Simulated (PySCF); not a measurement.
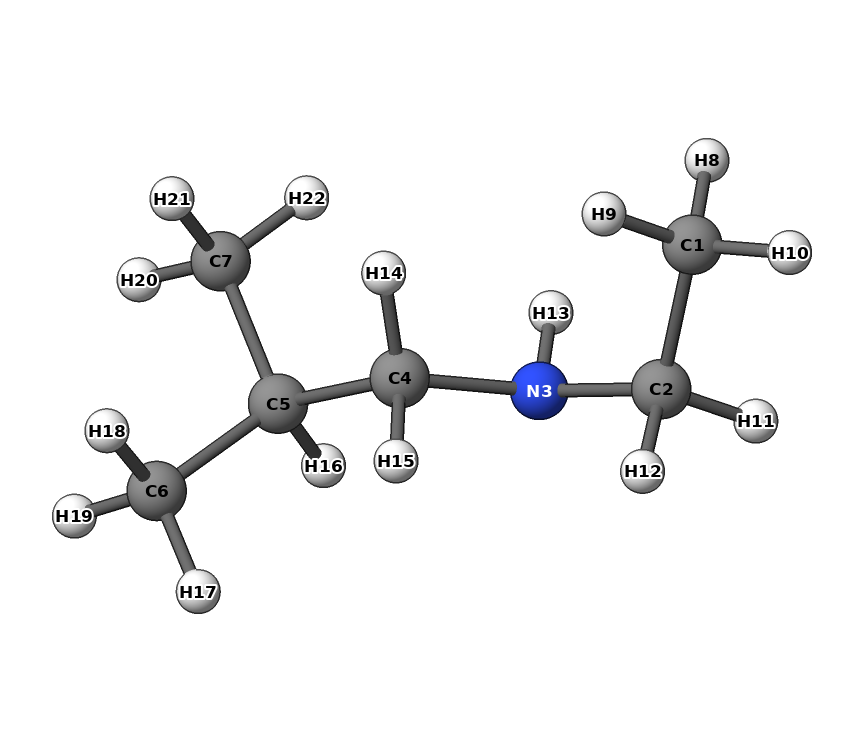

The questions are on isotropic NMR shieldings of the H atoms. Geometry: an image of a reaction path computed with GFN2-xTB, not a minimum. Properties computed with GIAO PBE0/pcSseg-1 NMR shielding, non-relativistic, gas phase (PySCF 2.14.0).

### Which H atom is the most shielded (lowest chemical shift)?

H13 (31.80 ppm).

### Which H atom is the least shielded (highest chemical shift)?

H11 (28.47 ppm).

### How wide is the range of H shifts?

3.33 ppm.

List the isotropic NMR shieldings of the H atoms.

```tsv
atom	σ (ppm)
H8	31.25
H9	30.03
H10	30.85
H11	28.47
H12	29.13
H13	31.80
H14	28.75
H15	29.72
H16	30.03
H17	30.53
H18	30.88
H19	30.66
H20	30.67
H21	31.06
H22	30.51
```
